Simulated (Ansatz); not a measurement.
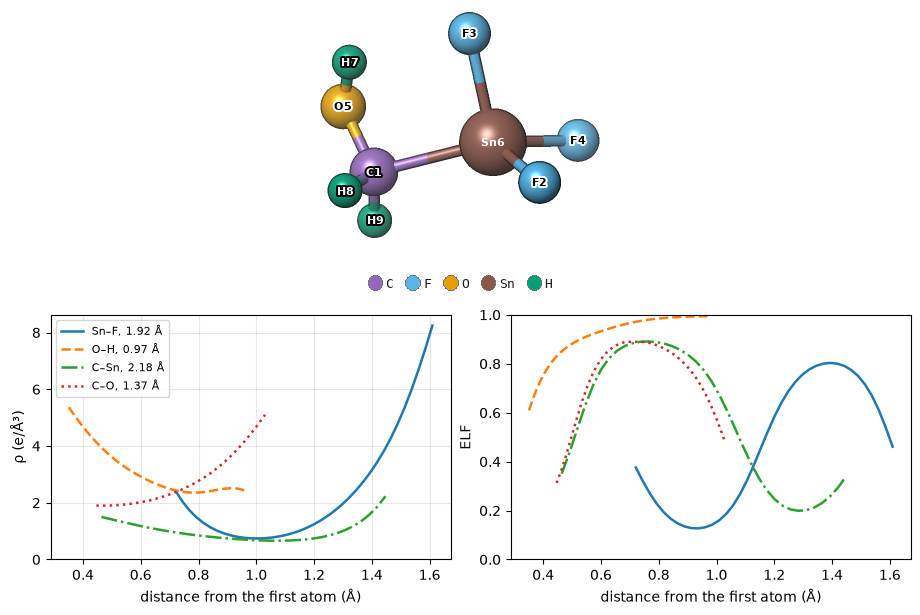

Figure. CH₃F₃OSn (SMILES O[CH2][Sn]([F])([F])[F]). Electron density and ELF along straight lines between neighbouring atoms. The curves leave out the atomic cores. The structure is drawn too.

Geometry: PBE0-D3(BJ)/def2-SVP; core potentials replace the inner electrons of Sn.

Computed with Ansatz 0.2.0, isolated molecule in a Gaussian basis; Kohn-Sham density functional theory, functional PBE0.

```yaml
atoms:
  - { symbol: C, position_ang: [1.1334, 1.3800, -1.3428] }
  - { symbol: F, position_ang: [-1.5650, 3.2844, 0.0683] }
  - { symbol: F, position_ang: [-0.4515, 0.6156, 1.1337] }
  - { symbol: F, position_ang: [-2.4055, 0.6927, -1.2419] }
  - { symbol: O, position_ang: [1.6159, 0.1698, -0.9073] }
  - { symbol: Sn, position_ang: [-0.8713, 1.5813, -0.5000] }
  - { symbol: H, position_ang: [1.5466, 0.1224, 0.0572] }
  - { symbol: H, position_ang: [1.6885, 2.2683, -0.9904] }
  - { symbol: H, position_ang: [1.0790, 1.3921, -2.4392] }
```

> What can be read from the curves?

Sn–F (1.92 Å): ρ is about 0.76 e/Å³ halfway; the ELF peaks at about 0.80 in the valence shell of F, 0.5 Å from its nucleus, and drops to about 0.15 between the two atoms.
O–H (0.97 Å): ρ is about 3.8 e/Å³ halfway; the ELF climbs to about 1 towards the hydrogen, as it does in any bond to H; an ordinary covalent bond to hydrogen.
C–Sn (2.18 Å): the density is about 0.66 e/Å³ at the midpoint; the ELF peaks at about 0.90 in the valence shell of C, 0.8 Å from its nucleus, and drops to about 0.20 between the two atoms.
C–O (1.37 Å): ρ is about 2.2 e/Å³ halfway, with its minimum of 1.9 e/Å³ about 0.5 Å from C; the ELF peaks at about 0.90 between the atoms (a shared but strongly polarised pair).
